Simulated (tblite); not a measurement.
C$_{3}$H$_{6}$BF: saddle-point search

System: C$_{3}$H$_{6}$BF.
Method: GFN2-xTB saddle search (eigenvector following) and harmonic vibrations, gas phase (tblite 0.8.0).

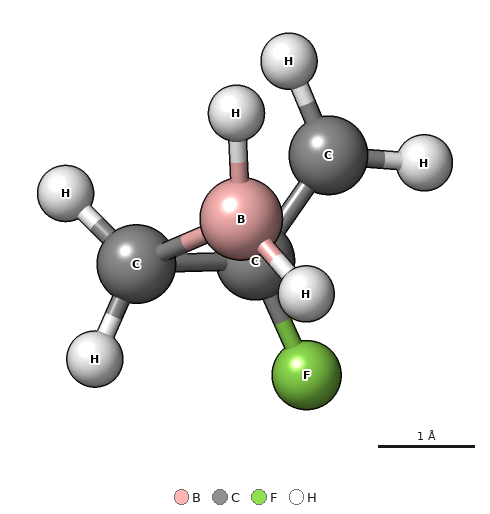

**Figure 1.** The starting structure (ball-and-stick view, seen at a tilt). Bond lengths as drawn: B–C 1.60 Å, B–H 1.17 Å, C–C 1.35 to 1.47 Å, C–F 1.35 Å and C–H 1.07 to 1.08 Å.

**Summary**

- outcome: converged
- total energy: −419.0238 eV
- point group: C1
- hardware: 1 CPU thread, shared host
- wall time: 1.6 s
- peak memory: 0.18 GiB

**The input**
```
{"job": {"xc": "GFN2-xTB", "basis": "xTB", "kind": "saddle"}, "charge": 0, "multiplicity": 1}
B      0.503125     1.028704    -0.229666
C      0.671424    -1.206461     0.266111
C     -0.446404    -0.479866     0.453796
C     -0.973293     0.480666    -0.524090
F     -0.944877    -0.388240     1.702513
H      1.298047     0.934215    -1.078226
H      0.714109     1.694436     0.708125
H      1.133330    -1.722515     1.091150
H      1.037832    -1.419520    -0.718024
H     -1.145563     0.073477    -1.512066
H     -1.847730     1.005104    -0.159622
```

The first line tells a small driver script what to run in tblite; the rest is the geometry in Å.

Launched with:
```bash
OMP_NUM_THREADS=1 python <driver script> task.json out
```

**What the program printed**
```
step      E/eV     max force
  0    -419.02863   0.0465
  1    -419.02328   0.0708
  2    -419.02382   0.0161
  3    -419.02380   0.0102
  4    -419.02381   0.0022
lowest wavenumbers (cm-1): -162.6 223.9 370.3 435.8 570.8 658.6
```

**Trajectory as extended XYZ (Å, eV, eV/Å), 5 frames, from step=0 to step=4**
```
11
Properties=species:S:1:pos:R:3:forces:R:3 step=0 energy=-419.02863
B     0.5031    1.0287   -0.2297   -0.0290   0.0220  -0.0190
C     0.6714   -1.2065    0.2661    0.0140  -0.0170  -0.0020
C    -0.4464   -0.4799    0.4538    0.0080   0.0040   0.0110
C    -0.9733    0.4807   -0.5241    0.0120   0.0130  -0.0070
F    -0.9449   -0.3882    1.7025    0.0160  -0.0020   0.0010
H     1.2980    0.9342   -1.0782    0.0290   0.0010   0.0070
H     0.7141    1.6944    0.7081   -0.0230   0.0310  -0.0060
H     1.1333   -1.7225    1.0911   -0.0240  -0.0390  -0.0080
H     1.0378   -1.4195   -0.7180    0.0000  -0.0020   0.0100
H    -1.1456    0.0735   -1.5121   -0.0060  -0.0140  -0.0010
H    -1.8477    1.0051   -0.1596    0.0030   0.0010   0.0140
11
Properties=species:S:1:pos:R:3:forces:R:3 step=1 energy=-419.02328
B     0.5200    0.9454   -0.1933    0.0560   0.0120  -0.0140
C     0.6911   -1.1452    0.2536    0.0050   0.0300  -0.0600
C    -0.4722   -0.4734    0.4464   -0.0150  -0.0450   0.0180
C    -0.9934    0.4742   -0.5303   -0.0010  -0.0240   0.0200
F    -0.9517   -0.3852    1.7008   -0.0070   0.0020  -0.0050
H     1.2980    0.8911   -1.0627   -0.0220   0.0240   0.0020
H     0.7222    1.6334    0.7324   -0.0010   0.0090  -0.0040
H     1.1768   -1.6344    1.0831   -0.0210   0.0090  -0.0240
H     1.0196   -1.4132   -0.7324   -0.0190  -0.0130   0.0670
H    -1.1576    0.0797   -1.5240    0.0110   0.0040   0.0030
H    -1.8527    1.0277   -0.1736    0.0150  -0.0070  -0.0010
11
Properties=species:S:1:pos:R:3:forces:R:3 step=2 energy=-419.02382
B     0.5217    0.9535   -0.1980    0.0040  -0.0120  -0.0010
C     0.6895   -1.1486    0.2555   -0.0050   0.0130  -0.0080
C    -0.4729   -0.4778    0.4483    0.0150   0.0020  -0.0030
C    -0.9898    0.4734   -0.5275   -0.0080   0.0020  -0.0020
F    -0.9558   -0.3905    1.7011    0.0010   0.0000  -0.0020
H     1.2950    0.9038   -1.0713   -0.0060  -0.0010   0.0080
H     0.7246    1.6402    0.7282   -0.0020   0.0020   0.0000
H     1.1699   -1.6424    1.0842    0.0010  -0.0040   0.0040
H     1.0207   -1.4171   -0.7277   -0.0030  -0.0010   0.0040
H    -1.1532    0.0796   -1.5215    0.0020   0.0010   0.0010
H    -1.8497    1.0258   -0.1713    0.0000  -0.0010   0.0000
11
Properties=species:S:1:pos:R:3:forces:R:3 step=3 energy=-419.02380
B     0.5199    0.9582   -0.1989   -0.0030   0.0050   0.0030
C     0.6887   -1.1525    0.2552    0.0060  -0.0060   0.0000
C    -0.4694   -0.4764    0.4484   -0.0100   0.0020   0.0010
C    -0.9890    0.4741   -0.5278    0.0030  -0.0010   0.0000
F    -0.9518   -0.3881    1.7015   -0.0010   0.0000   0.0010
H     1.2961    0.9046   -1.0685    0.0040  -0.0010  -0.0040
H     0.7207    1.6464    0.7268    0.0010  -0.0030   0.0000
H     1.1667   -1.6496    1.0835    0.0020   0.0010   0.0010
H     1.0206   -1.4192   -0.7281    0.0000   0.0030  -0.0010
H    -1.1523    0.0786   -1.5212   -0.0020  -0.0010  -0.0010
H    -1.8501    1.0238   -0.1707   -0.0010   0.0020   0.0000
11
Properties=species:S:1:pos:R:3:forces:R:3 step=4 energy=-419.02381
B     0.5200    0.9583   -0.1994   -0.0010   0.0000   0.0000
C     0.6886   -1.1525    0.2555   -0.0010   0.0000   0.0020
C    -0.4699   -0.4767    0.4485    0.0000   0.0000   0.0000
C    -0.9890    0.4740   -0.5278    0.0000   0.0010   0.0000
F    -0.9526   -0.3885    1.7015    0.0000   0.0000   0.0000
H     1.2963    0.9046   -1.0691    0.0010   0.0000  -0.0010
H     0.7213    1.6456    0.7268    0.0000   0.0000   0.0000
H     1.1671   -1.6493    1.0837    0.0000   0.0000   0.0000
H     1.0208   -1.4181   -0.7279    0.0010   0.0000  -0.0020
H    -1.1527    0.0785   -1.5211    0.0000   0.0000   0.0000
H    -1.8499    1.0242   -0.1708    0.0000   0.0000   0.0000
```

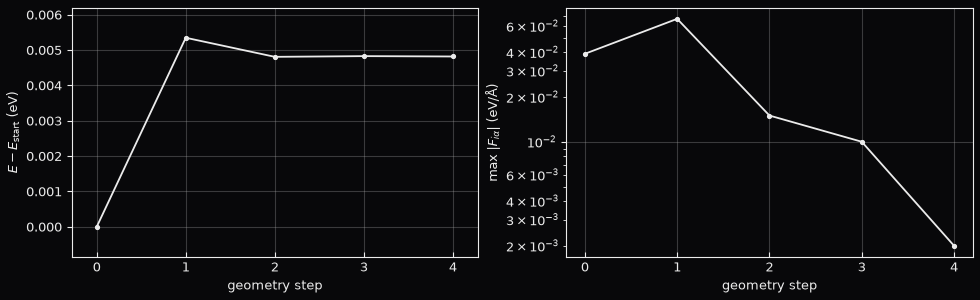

**Figure 2.** Progress of the saddle-point search, step by step (steps are counted from 0).

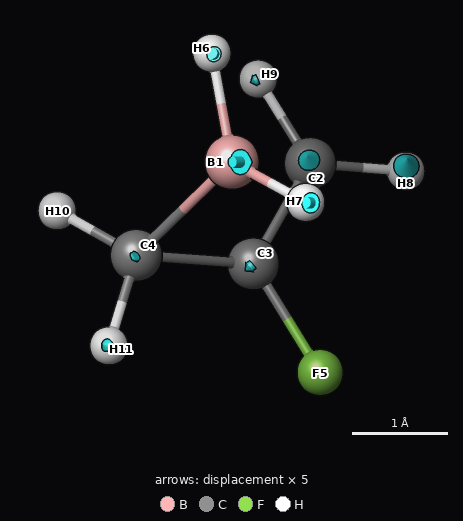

**Figure 3.** The starting structure with the displacements as teal arrows, magnified 5 times (ball-and-stick view, seen at a tilt). The two geometries are laid on each other by the best rigid fit. The atom that moves furthest after the best rigid fit is H8 (0.081 Å). Largest moves by element: H 0.081 Å, B 0.078 Å, C 0.058 Å, F 0.008 Å. Among the contacts that change: B1–C4 1.602 → 1.618 Å, C3–C4 1.469 → 1.458 Å, C2–C3 1.346 → 1.355 Å. Among the angles that change: B1–C4–C3 76.7° → 74.2°. Over 4 geometry steps the energy rises by 0.005 eV. The largest force component goes from 0.039 to 0.002 eV/Å. (Atoms are counted from 1 in the order of the input.)
